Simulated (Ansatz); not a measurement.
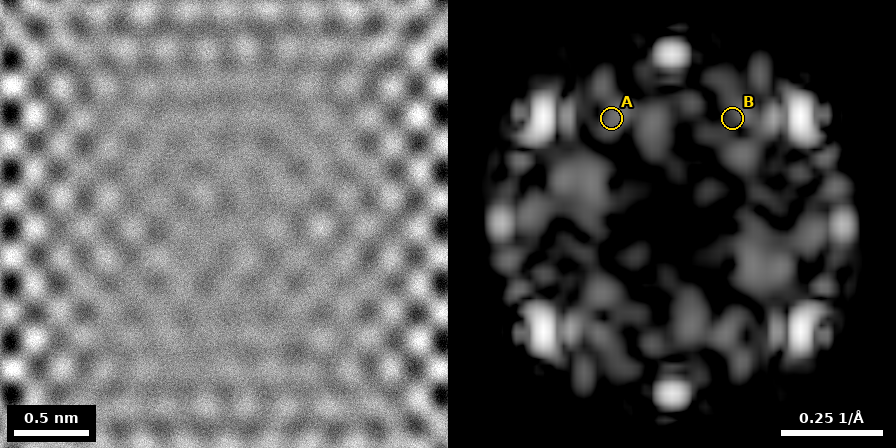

HRTEM-like image of a crystal. Simulated in the weak-phase-object approximation with neutral-atom potentials: 200 kV, Cs = 1.20 mm, defocus −658 Å (negative is underfocus), defocus spread 40 Å, aperture 0.41 1/Å. Shot noise and the speckle of an amorphous layer were added.

The right panel is the modulus of the image's Fourier transform on a logarithmic scale.

### Which lattice spacings do the marked spots stand for, and what angle do A and B enclose?

A: 3.3 Å, B: 3.3 Å; A and B enclose about 60°.

The crystal is EuMnF2 (R-3m, No. 166) along [001]; the spots are (0 -1 0) and (-1 0 0). Structure used: the end point of a relaxation (final pressure about 9.9 GPa) with DFT, PAW plane waves, pbe+U in Ansatz; the starting structure was generated, so it need not be a known form of this composition.
